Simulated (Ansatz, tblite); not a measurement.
# GaCl3: removing and adding an electron

What does removing or adding an electron cost or gain for GaCl3? Each charged state is run at several levels.

Program: Ansatz 0.2.0, Gaussian basis. Level of theory: as each input shows. These are calculated values, not measurements.

Plan: charge +1 doublet, at the geometry of the singlet (PBE0-D4/def2-TZVP, PBE-D4/def2-TZVP, r2SCAN-D4/def2-TZVP); charge -1 doublet, at the geometry of the singlet (PBE0-D4/def2-TZVPD, PBE-D4/def2-TZVPD, r2SCAN-D4/def2-TZVPD); the starting singlet's energies come from earlier runs.

**1. The relaxed structure**

The geometry is that of the singlet, from an earlier relaxation (PBE0-D4/def2-SVP).

4 atoms, charge 0, spin multiplicity 1.

Atoms are counted from 1 here; the program's logs count them from 0.

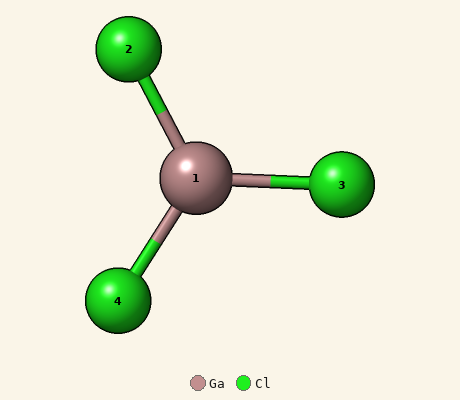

The structure; gallium pink, chlorine green; atoms are numbered from 1 in the order of the file.

**2. Charge +1 doublet at the fixed geometry, first pass, PBE0-D4/def2-SVP**

File in.yaml:

```yaml
crystal:
  periodic: [false, false, false]
  atoms:
    - {symbol: Ga, position_ang: [-0.000033, 0.000059, -0.000026]}
    - {symbol: Cl, position_ang: [2.120742, -0.027177, 0.012804]}
    - {symbol: Cl, position_ang: [-1.036897, 1.850252, -0.016943]}
    - {symbol: Cl, position_ang: [-1.083802, -1.823143, 0.004165]}
basis:
  gaussian: {orbitals: def2-SVP}
total_charge: 1
magnetization: {spin_polarized: true, initial_magnetization: 1}
hamiltonian: {xc: pbe0, dispersion: d4}
output: {orbitals: {seedname: orbitals}}
```

Launch:

```sh
$ ansatz run in.yaml --threads 4 --pin off --events-out ev --progress --plain --max-ram 3916MiB
```

Standard output:

```text
Functional definition: PBE0
  name "PBE0"
  cite "Adamo & Barone, J. Chem. Phys. 110, 6158 (1999) doi:10.1063/1.478522"
  cite "Perdew, Burke & Ernzerhof, Phys. Rev. Lett. 77, 3865 (1996) doi:10.1103/PhysRevLett.77.3865"
  parent pbe
  parameter a = 0.25
  parameter kappa = 0.804
  parameter beta = 0.06672455060314922
  exchange = (1 - a)*pbe_x(kappa = kappa, mu = beta*pi^2/3) + a*exact_x
  correlation = pbe_c(beta = beta)
793 factors; integrals over basis functions are off by at most 5.0e-4 eV
mean field evaluation 1: about -89899.9210 eV, gradient 1.9e1 eV
mean field evaluation 2: about -89899.3508 eV, gradient 2.4e1 eV
mean field evaluation 4: about -89901.3929 eV, gradient 3.9e-1 eV
mean field evaluation 8: about -89901.4332 eV, gradient 2.2e-1 eV
mean field evaluation 16: about -89901.4336 eV, gradient 3.7e-4 eV
mean field evaluation 32: about -89901.3896 eV, gradient 2.3e0 eV
mean field -89901.43356080 eV, -3303.8167459790 hartree, gradient 6.3e-6 eV, S^2 0.754414; 4 other end points of the search recorded, 0 dependent functions left out
reference -89901.43358532 eV, -3303.8167468801 hartree; 41, 40 occupied and 45, 46 virtual orbitals, 793 factors
Total energy: -89901.55607219 eV, -3303.8212481895 hartree
```

It took 3 s on 4 threads of Arm Neoverse V2, shared host.

HOMO -15.08 eV, LUMO -13.63 eV (over both spins); ⟨S²⟩ 0.754 (pure: 0.75).

**3. Charge +1 doublet at the fixed geometry, PBE0-D4/def2-TZVP**

start.molden holds the orbitals of an earlier run on this state, given as this run's starting guess.

in.yaml: that of step 2 with these lines changed.

```diff
@@ -8,3 +8,3 @@
 basis:
-  gaussian: {orbitals: def2-SVP}
+  gaussian: {orbitals: def2-TZVP, initial_orbitals: start.molden}
 total_charge: 1
@@ -12,2 +12,3 @@
 hamiltonian: {xc: pbe0, dispersion: d4}
+scf: {omitted_lower_state_checks: [starts]}
 output: {orbitals: {seedname: orbitals}}
```

The command is unchanged.

Standard output, cut to the lines that bear on the results:

```text
Functional definition: PBE0
  name "PBE0"
  cite "Adamo & Barone, J. Chem. Phys. 110, 6158 (1999) doi:10.1063/1.478522"
  cite "Perdew, Burke & Ernzerhof, Phys. Rev. Lett. 77, 3865 (1996) doi:10.1103/PhysRevLett.77.3865"
  parent pbe
[...]
964 factors; integrals over basis functions are off by at most 1.2e-3 eV
[...]
mean field -89921.06609255 eV, -3304.5382282136 hartree, gradient 1.0e-5 eV, S^2 0.755301; 0 other end points of the search recorded, 0 dependent functions left out
reference -89921.06611856 eV, -3304.5382291692 hartree; 41, 40 occupied and 118, 119 virtual orbitals, 964 factors
Total energy: -89921.18860542 eV, -3304.5427304786 hartree
Checks for a lower state left out: starts
```

Run time: 4.6 s. Hardware: 4 threads of Arm Neoverse V2, shared host.

Report: HOMO -14.95 eV, LUMO -13.53 eV (over both spins); ⟨S²⟩ 0.755 (pure: 0.75).

**4. Charge +1 doublet at the fixed geometry, PBE-D4/def2-TZVP**

in.yaml: that of step 3 with these lines changed.

```diff
@@ -11,3 +11,3 @@
 magnetization: {spin_polarized: true, initial_magnetization: 1}
-hamiltonian: {xc: pbe0, dispersion: d4}
+hamiltonian: {xc: pbe, dispersion: d4}
 scf: {omitted_lower_state_checks: [starts]}
```

Launched as before.

Standard output:

```text
Functional definition: PBE
  name "PBE"
  cite "Perdew, Burke & Ernzerhof, Phys. Rev. Lett. 77, 3865 (1996) doi:10.1103/PhysRevLett.77.3865"
  parent pbe
  parameter kappa = 0.804
  parameter beta = 0.06672455060314922
  exchange = pbe_x(kappa = kappa, mu = beta*pi^2/3)
  correlation = pbe_c(beta = beta)
these checks for a lower state are left out or cut short: starts
1136 factors; their error is unknown
mean field evaluation 1: about -89917.4233 eV, gradient 1.1e1 eV
mean field evaluation 2: about -89917.5611 eV, gradient 2.1e-1 eV
mean field evaluation 4: about -89917.5497 eV, gradient 3.0e-2 eV
mean field evaluation 8: about -89917.5497 eV, gradient 6.1e-5 eV
mean field -89917.54968645 eV, -3304.4090026727 hartree, gradient 4.6e-6 eV, S^2 0.751742; 0 other end points of the search recorded, 0 dependent functions left out
reference -89917.54972119 eV, -3304.4090039493 hartree; 41, 40 occupied and 118, 119 virtual orbitals, 1136 factors
Total energy: -89917.69091947 eV, -3304.4141928906 hartree
Checks for a lower state left out: starts
```

Wall time 2.4 s (4 threads of Arm Neoverse V2, shared host).

Report: HOMO -14.07 eV, LUMO -13.77 eV (over both spins); ⟨S²⟩ 0.752 (pure: 0.75).

**5. Charge +1 doublet at the fixed geometry, r2SCAN-D4/def2-TZVP**

in.yaml: that of step 4 with these lines changed.

```diff
@@ -11,3 +11,3 @@
 magnetization: {spin_polarized: true, initial_magnetization: 1}
-hamiltonian: {xc: pbe, dispersion: d4}
+hamiltonian: {xc: r2scan, dispersion: d4}
 scf: {omitted_lower_state_checks: [starts]}
```

The command is unchanged.

Standard output:

```text
Functional definition: r2SCAN
  name "r2SCAN"
  cite "Furness, Kaplan, Ning, Perdew & Sun, J. Phys. Chem. Lett. 11, 8208 (2020) doi:10.1021/acs.jpclett.0c02405"
  cite "Furness, Kaplan, Ning, Perdew & Sun, J. Phys. Chem. Lett. 11, 9248 (2020) doi:10.1021/acs.jpclett.0c03077"
  parent r2scan
  parameter k0 = 0.174
  parameter k1 = 0.065
  parameter a1 = 4.9479
  exchange = r2scan_x(k0 = k0, k1 = k1, a1 = a1)
  correlation = r2scan_c
these checks for a lower state are left out or cut short: starts
1136 factors; their error is unknown
mean field evaluation 1: about -89937.8524 eV, gradient 8.1e0 eV
mean field evaluation 2: about -89937.8954 eV, gradient 8.9e-2 eV
mean field evaluation 4: about -89937.8765 eV, gradient 1.8e-4 eV
mean field evaluation 8: about -89937.8765 eV, gradient 2.3e-5 eV
mean field -89937.87650582 eV, -3305.1559995066 hartree, gradient 7.3e-6 eV, S^2 0.753368; 0 other end points of the search recorded, 0 dependent functions left out
reference -89937.87651658 eV, -3305.1559999020 hartree; 41, 40 occupied and 118, 119 virtual orbitals, 1136 factors
Total energy: -89937.90744235 eV, -3305.1571364031 hartree
Checks for a lower state left out: starts
```

Run time: 7.5 s. Hardware: 4 threads of Arm Neoverse V2, shared host.

HOMO -14.33 eV, LUMO -13.98 eV (over both spins); ⟨S²⟩ 0.753 (pure: 0.75).

**6. Vertical ionisation energy**

Charged state less starting state, singlet to doublet; the starting state's energies are those of its earlier runs.

```
              level  vertical ionisation energy (eV)   time
   PBE-D4/def2-TZVP                           +10.90  3.6 s
r2SCAN-D4/def2-TZVP                           +11.20   11 s
  PBE0-D4/def2-TZVP                           +11.50    7 s
```

Times add the two runs; a level without a time comes out of a correlated run.

Beside −ε(HOMO) of the starting state:

```
              level  −ε(HOMO) (eV)  by difference (eV)  mismatch (eV)
   PBE-D4/def2-TZVP           8.01               10.90          -2.88
r2SCAN-D4/def2-TZVP           8.40               11.20          -2.79
  PBE0-D4/def2-TZVP           9.46               11.50          -2.04
```

**7. Charge -1 doublet at the fixed geometry, first pass, PBE0-D4/def2-SVP**

in.yaml: that of step 5 with these lines changed.

```diff
@@ -8,7 +8,6 @@
 basis:
-  gaussian: {orbitals: def2-TZVP, initial_orbitals: start.molden}
-total_charge: 1
+  gaussian: {orbitals: def2-SVP}
+total_charge: -1
 magnetization: {spin_polarized: true, initial_magnetization: 1}
-hamiltonian: {xc: r2scan, dispersion: d4}
-scf: {omitted_lower_state_checks: [starts]}
+hamiltonian: {xc: pbe0, dispersion: d4}
 output: {orbitals: {seedname: orbitals}}
```

Launched as before.

Standard output:

```text
Functional definition: PBE0
  name "PBE0"
  cite "Adamo & Barone, J. Chem. Phys. 110, 6158 (1999) doi:10.1063/1.478522"
  cite "Perdew, Burke & Ernzerhof, Phys. Rev. Lett. 77, 3865 (1996) doi:10.1103/PhysRevLett.77.3865"
  parent pbe
  parameter a = 0.25
  parameter kappa = 0.804
  parameter beta = 0.06672455060314922
  exchange = (1 - a)*pbe_x(kappa = kappa, mu = beta*pi^2/3) + a*exact_x
  correlation = pbe_c(beta = beta)
793 factors; integrals over basis functions are off by at most 5.0e-4 eV
mean field evaluation 1: about -89912.2578 eV, gradient 1.3e1 eV
mean field evaluation 2: about -89911.9317 eV, gradient 1.8e1 eV
mean field evaluation 4: about -89912.7640 eV, gradient 3.9e-1 eV
mean field evaluation 8: about -89912.7964 eV, gradient 1.3e-2 eV
mean field evaluation 16: about -89912.7964 eV, gradient 5.7e-5 eV
mean field -89912.79638837 eV, -3304.2343221902 hartree, gradient 1.4e-5 eV, S^2 0.752749; 2 other end points of the search recorded, 0 dependent functions left out
reference -89912.79641728 eV, -3304.2343232526 hartree; 42, 41 occupied and 44, 45 virtual orbitals, 793 factors
Total energy: -89912.93508153 eV, -3304.2394190700 hartree
```

It took 2.4 s on 4 threads of Arm Neoverse V2, shared host.

From the report: HOMO 2.10 eV, LUMO 3.86 eV (over both spins); ⟨S²⟩ 0.753 (pure: 0.75). Doubts: highest occupied level lies above zero.

**8. Charge -1 doublet at the fixed geometry, PBE0-D4/def2-TZVPD**

in.yaml: that of step 7 with these lines changed.

```diff
@@ -8,3 +8,3 @@
 basis:
-  gaussian: {orbitals: def2-SVP}
+  gaussian: {orbitals: def2-TZVPD, initial_orbitals: start.molden}
 total_charge: -1
@@ -12,2 +12,3 @@
 hamiltonian: {xc: pbe0, dispersion: d4}
+scf: {omitted_lower_state_checks: [starts]}
 output: {orbitals: {seedname: orbitals}}
```

The command is unchanged.

Standard output:

```text
Functional definition: PBE0
  name "PBE0"
  cite "Adamo & Barone, J. Chem. Phys. 110, 6158 (1999) doi:10.1063/1.478522"
  cite "Perdew, Burke & Ernzerhof, Phys. Rev. Lett. 77, 3865 (1996) doi:10.1103/PhysRevLett.77.3865"
  parent pbe
  parameter a = 0.25
  parameter kappa = 0.804
  parameter beta = 0.06672455060314922
  exchange = (1 - a)*pbe_x(kappa = kappa, mu = beta*pi^2/3) + a*exact_x
  correlation = pbe_c(beta = beta)
these checks for a lower state are left out or cut short: starts
1348 factors; their error is unknown
mean field evaluation 1: about -89929.0430 eV, gradient 1.4e2 eV
mean field evaluation 2: about -89932.2697 eV, gradient 5.7e0 eV
mean field evaluation 4: about -89932.9058 eV, gradient 2.8e-2 eV
mean field evaluation 8: about -89933.1620 eV, gradient 1.2e-5 eV
mean field -89933.16201252 eV, -3304.9827450736 hartree, gradient 1.2e-5 eV, S^2 0.752180; 0 other end points of the search recorded, 0 dependent functions left out
reference -89933.16204534 eV, -3304.9827462794 hartree; 42, 41 occupied and 150, 151 virtual orbitals, 1348 factors
Total energy: -89933.30070959 eV, -3304.9878420968 hartree
Checks for a lower state left out: starts
```

Wall time 6.5 s (4 threads of Arm Neoverse V2, shared host); peak memory 0.84 GiB.

From the report: HOMO 0.95 eV, LUMO 2.63 eV (over both spins); ⟨S²⟩ 0.752 (pure: 0.75). Doubts: highest occupied level lies above zero.

**9. Charge -1 doublet at the fixed geometry, PBE-D4/def2-TZVPD**

in.yaml: that of step 8 with these lines changed.

```diff
@@ -11,3 +11,3 @@
 magnetization: {spin_polarized: true, initial_magnetization: 1}
-hamiltonian: {xc: pbe0, dispersion: d4}
+hamiltonian: {xc: pbe, dispersion: d4}
 scf: {omitted_lower_state_checks: [starts]}
```

The command is unchanged.

Standard output:

```text
Functional definition: PBE
  name "PBE"
  cite "Perdew, Burke & Ernzerhof, Phys. Rev. Lett. 77, 3865 (1996) doi:10.1103/PhysRevLett.77.3865"
  parent pbe
  parameter kappa = 0.804
  parameter beta = 0.06672455060314922
  exchange = pbe_x(kappa = kappa, mu = beta*pi^2/3)
  correlation = pbe_c(beta = beta)
these checks for a lower state are left out or cut short: starts
1216 factors; their error is unknown
mean field evaluation 1: about -89929.0923 eV, gradient 1.1e1 eV
mean field evaluation 2: about -89929.2232 eV, gradient 2.0e-1 eV
mean field evaluation 4: about -89929.1997 eV, gradient 3.5e-2 eV
mean field -89929.19965351 eV, -3304.8371310656 hartree, gradient 3.7e-5 eV, S^2 0.751312; 0 other end points of the search recorded, 0 dependent functions left out
reference -89929.19969543 eV, -3304.8371326062 hartree; 42, 41 occupied and 150, 151 virtual orbitals, 1216 factors
Total energy: -89929.35938014 eV, -3304.8430009110 hartree
Checks for a lower state left out: starts
```

It took 3.1 s on 4 threads of Arm Neoverse V2, shared host.

HOMO 1.42 eV, LUMO 1.86 eV (over both spins); ⟨S²⟩ 0.751 (pure: 0.75). Doubts: highest occupied level lies above zero.

**10. Charge -1 doublet at the fixed geometry, r2SCAN-D4/def2-TZVPD**

in.yaml: that of step 9 with these lines changed.

```diff
@@ -11,3 +11,3 @@
 magnetization: {spin_polarized: true, initial_magnetization: 1}
-hamiltonian: {xc: pbe, dispersion: d4}
+hamiltonian: {xc: r2scan, dispersion: d4}
 scf: {omitted_lower_state_checks: [starts]}
```

Same command.

Standard output:

```text
Functional definition: r2SCAN
  name "r2SCAN"
  cite "Furness, Kaplan, Ning, Perdew & Sun, J. Phys. Chem. Lett. 11, 8208 (2020) doi:10.1021/acs.jpclett.0c02405"
  cite "Furness, Kaplan, Ning, Perdew & Sun, J. Phys. Chem. Lett. 11, 9248 (2020) doi:10.1021/acs.jpclett.0c03077"
  parent r2scan
  parameter k0 = 0.174
  parameter k1 = 0.065
  parameter a1 = 4.9479
  exchange = r2scan_x(k0 = k0, k1 = k1, a1 = a1)
  correlation = r2scan_c
these checks for a lower state are left out or cut short: starts
1216 factors; their error is unknown
mean field evaluation 1: about -89949.6411 eV, gradient 8.1e0 eV
mean field evaluation 2: about -89949.6856 eV, gradient 1.0e-1 eV
mean field evaluation 4: about -89949.6532 eV, gradient 1.4e-3 eV
mean field evaluation 8: about -89949.6532 eV, gradient 3.4e-5 eV
mean field -89949.65324621 eV, -3305.5887867333 hartree, gradient 1.3e-5 eV, S^2 0.753675; 0 other end points of the search recorded, 0 dependent functions left out
reference -89949.65328225 eV, -3305.5887880578 hartree; 42, 41 occupied and 150, 151 virtual orbitals, 1216 factors
Total energy: -89949.68843698 eV, -3305.5900799704 hartree
Checks for a lower state left out: starts
```

Wall time 11 s (4 threads of Arm Neoverse V2, shared host).

From the report: HOMO 1.48 eV, LUMO 2.12 eV (over both spins); ⟨S²⟩ 0.754 (pure: 0.75). Doubts: highest occupied level lies above zero.

**11. Vertical electron affinity**

Starting state less charged state (positive: the electron is bound), singlet to doublet; the starting state's energies are those of its earlier runs.

```
               level  vertical electron affinity (eV)   time
   PBE-D4/def2-TZVPD                            +0.72  5.1 s
r2SCAN-D4/def2-TZVPD                            +0.55   15 s
  PBE0-D4/def2-TZVPD                            +0.57  9.6 s
```

Times add the two runs; a level without a time comes out of a correlated run.

Beside −ε(LUMO) of the starting state:

```
               level  −ε(LUMO) (eV)  by difference (eV)  mismatch (eV)
   PBE-D4/def2-TZVPD           3.10                0.72          +2.38
r2SCAN-D4/def2-TZVPD           2.79                0.55          +2.24
  PBE0-D4/def2-TZVPD           2.17                0.57          +1.60
```

**12. Results**

| quantity | value |
| --- | --- |
| vertical ionisation energy, functionals in def2-TZVP | 10.90 (PBE-D4) to 11.50 eV (PBE0-D4) |
| vertical electron affinity, functionals in def2-TZVPD | 0.55 (r2SCAN-D4) to 0.72 eV (PBE-D4) |

**Reading.** The vertical ionisation energy spans 10.90 to 11.50 eV over the functionals. −ε(HOMO) misses the level's own difference by -2.04 eV at best (PBE0-D4) and -2.88 eV at worst (PBE-D4). The vertical electron affinity spans 0.55 to 0.72 eV over the functionals. The anion's highest level lies above zero where self-interaction lifts it, so diffuse functions weigh on these values. −ε(LUMO) misses the level's own difference by +1.60 eV at best (PBE0-D4) and +2.38 eV at worst (PBE-D4).

The anion's highest level is positive in at least one run, so there the basis alone may hold the extra electron.
